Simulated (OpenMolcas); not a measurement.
# Ru⁵⁺ among point charges: CASSCF and CASPT2 levels and susceptibility

How does a field of 4 point charges split the states of Ru⁵⁺, and what χT follows?

Program: OpenMolcas 26.06. Level of theory: state-averaged CASSCF and CASPT2, spin-orbit coupling by RASSI with atomic mean-field integrals. These are calculated values, not measurements, unless marked.

### 1 Starting point

```
Species                           : Ru⁵⁺ (ruthenium, Z = 44, 39 electrons)
Basis                             : ANO-RCC-VTZP [7s6p4d2f1g], 68 functions
Scalar Hamiltonian                : DKH2, point nucleus
Inactive shells                   : 1s 2s 2p 3s 3p 3d 4s 4p
Active space                      : 3 electrons in 5 orbitals (4d)
Some configurations of this space : 4d³
Orbitals                          : optimised for each spin and parity, averaged over all roots
```

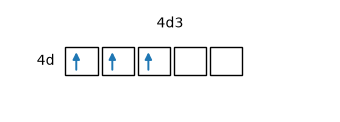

The shells outside the core, filled by Hund's rule for the drawing.

The ion sits among 4 point charges of -2.5 e arranged as a tetrahedron (Td), 2.27 Å from the ion.

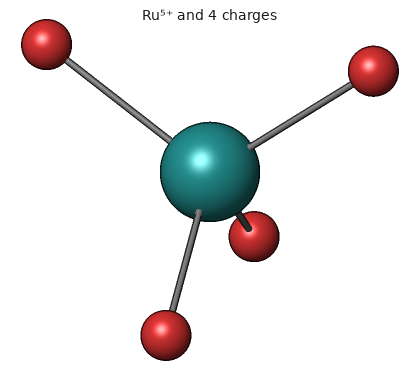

The ion and the point charges (red).

The work runs as a chain of OpenMolcas steps in one folder; each step below is one input file. Labels, J, g values, rates, χT and fits are worked out afterwards by a script from the matrices that RASSI stores.

### 2 One- and two-electron integrals

Input file a.inp:

```
&GATEWAY
Coord
1

Ru 0.0 0.0 0.0
Basis=ANO-RCC-VTZP
Group=NoSym
NoMove
AngMom=0.0 0.0 0.0
AMFI
XField
4 Angstrom 0
1.310585 1.310585 1.310585 -2.500000
1.310585 -1.310585 -1.310585 -2.500000
-1.310585 1.310585 -1.310585 -2.500000
-1.310585 -1.310585 1.310585 -2.500000
&SEWARD
```

Command:

```bash
$ OMP_NUM_THREADS=1 MOLCAS_MEM=1689 MOLCAS_PROJECT=a pymolcas a.inp > a.log
```

### 3 Reference wave functions, quartets, 10 roots

Input file a.inp:

```
&RASSCF
FileOrb=start.orb
Symmetry=1
Spin=4
nActEl=3 0 0
Inactive=18
Ras2=5
CIRoot=10 10 1
SDav=10
CIMx=300
Iter=120 100
PrWF=0.3
OrbListing=Nothing
MaxOrb=0
>>> COPY $Project.JobIph JOB001
```

start.orb holds the contracted functions of the basis, ordered by shell, or the orbitals of the step before.

### 4 CASSCF: doublets, 40 roots

Input file a.inp:

```
&RASSCF
FileOrb=start.orb
Symmetry=1
Spin=2
nActEl=3 0 0
Inactive=18
Ras2=5
CIRoot=40 40 1
SDav=40
CIMx=300
Iter=120 100
PrWF=0.3
OrbListing=Nothing
MaxOrb=0
>>> COPY $Project.JobIph JOB002
```

### 5 State interaction with spin-orbit coupling

Input file a.inp:

```
&RASSI
NrOfJobIphs=2 10 40
1 2 3 4 5 6 7 8 9 10
1 2 3 4 5 6 7 8 9 10 11 12 13 14 15 16 17 18 19 20 21 22 23 24 25 26 27
28 29 30 31 32 33 34 35 36 37 38 39 40
IphNames
JOB001
JOB002
EJob
SpinOrbit
DIPRint=1.0
SOCoupling=1000.0
Subsets=2
Property=9
'ANGMOM' 1 'ANGMOM' 2 'ANGMOM' 3 'MLTPL  1' 1 'MLTPL  1' 2 'MLTPL  1' 3
'AMFI' 1 'AMFI' 2 'AMFI' 3
SOProperty=3
'ANGMOM' 1 'ANGMOM' 2 'ANGMOM' 3
```

### 6 CASPT2: IPEA 0.25, imaginary shift 0.1 (closed shells correlated: 4s 4p)

Input file a.inp:

```
>>> COPY JOB001 $Project.JobIph
&CASPT2
Multistate=10 1 2 3 4 5 6 7 8 9 10
NoMult
Frozen=14
IPEA=0.25
Imaginary=0.1
MaxIter=60
WThr=0.0 0.3 0.05
PrWF=0.5
NoMix
>>> COPY JOB002 $Project.JobIph
&CASPT2
Multistate=40 1 2 3 4 5 6 7 8 9 10 11 12 13 14 15 16 17 18 19 20 21 22
23 24 25 26 27 28 29 30 31 32 33 34 35 36 37 38 39 40
NoMult
Frozen=14
IPEA=0.25
Imaginary=0.1
MaxIter=60
WThr=0.0 0.3 0.05
PrWF=0.5
NoMix
```

(Steps that only read results are left out.)

What does the calculation give? Wanted: spin-free ground state; first state of the same spin within the active space; lowest level; next level.

The runs gave:

```
                                            quantity                                                                        value
                                              method  SS-CASPT2, IPEA 0.25, imaginary shift 0.1 (closed shells correlated: 4s 4p)
                              spin-free ground state                                              4T1, 3-fold in its orbital part
first state of the same spin within the active space                                                             4T2 at 1170 cm⁻¹
                                        lowest level                                                                    4-fold Γ8
                                          next level                                                                  1090.1 cm⁻¹
                                         χT at 300 K                                                               0.19 cm³ K/mol
                           effective moment at 300 K                                                                      1.24 μB
```

Cost by method:

```csv
method,time of its own steps,time with the reference
A. CASSCF,15 s,15 s
"B. SS-CASPT2, IPEA 0.25, imaginary shift 0.1, +4s 4p",16 s,31 s
```

Times are of one thread on a shared host.

**Reading.** The spin-free ground state (4T1) comes to 100 % from free-ion F terms and keeps the highest spin of the shell. χT at 300 K is 0.19, against 1.88 cm³ K/mol for the spin alone, so spin-orbit coupling lowers it. A ligand-field fit to the states below 45000 cm-1 gives 10Dq = -1663 cm-1, B = 808 cm-1 and C = 3530 cm-1 (C/B = 4.37), with a deviation of 310 cm-1. CASPT2 does not keep the components of a term degenerate, and the means are used. The field of point charges can differ much from that of real complexes. Point charges carry no covalency, so the field is a model and not that of real ligands.
